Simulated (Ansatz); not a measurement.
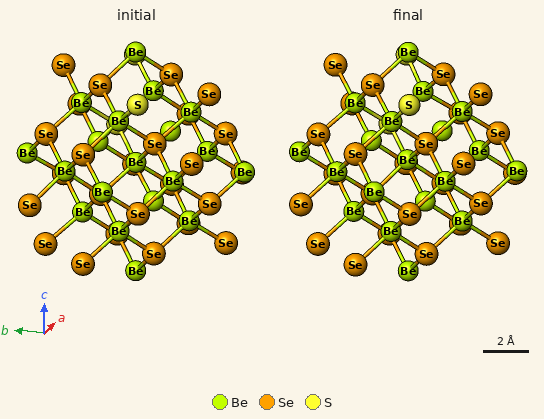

The structure of solid Be$_{32}$Se$_{28}$S$_{4}$ (a generated structure, set up in P1) before (left) and after (right) a relaxation, at one scale.

The picture is a ball-and-stick view of the atoms within 5.8 Å of the atom that moves most (axes of the cell of the calculation), seen from a free direction.

All numbers below come from Ansatz 0.2.0, DFT, PBEsol, PAW, plane waves. (plane-wave cutoff 420 eV; k-point mesh 1 × 1 × 1; mesh shifted by (0.25, 0.25, 0.25); no spin polarisation; cell relaxed at fixed shape; force threshold 0.03 eV/Å; at most 80 steps)

Describe what moved and what it gained.

The atom that moves furthest relative to the cell is a Be atom (0.14 Å roughly along [1 1 2]). By element the largest moves are Be 0.14 Å, Se 0.07 Å, S 0.04 Å. The drawn cell changes as follows: a = b = c 10.188 → 10.185 Å (0.0 %); the volume changes by −0.1 %. Among the contacts that change: Be–S 2.257 → 2.134 Å, Be–S 2.221 → 2.114 Å, Be–Se 2.139 → 2.229 Å, Be–Se 2.285 → 2.211 Å. Bond angles that change, for instance: Se–Be–Se 110.9° → 105.3°, Se–Be–Se 105.5° → 109.8°, S–Be–S 109.1° → 113.2°. The space group stays P1 (No. 1). Over 4 geometry steps the energy falls by 12.2 meV per atom. Largest force component: 0.89 eV/Å at the start, 0.025 eV/Å at the end. The pressure goes from 0.17 to 0.00 GPa.
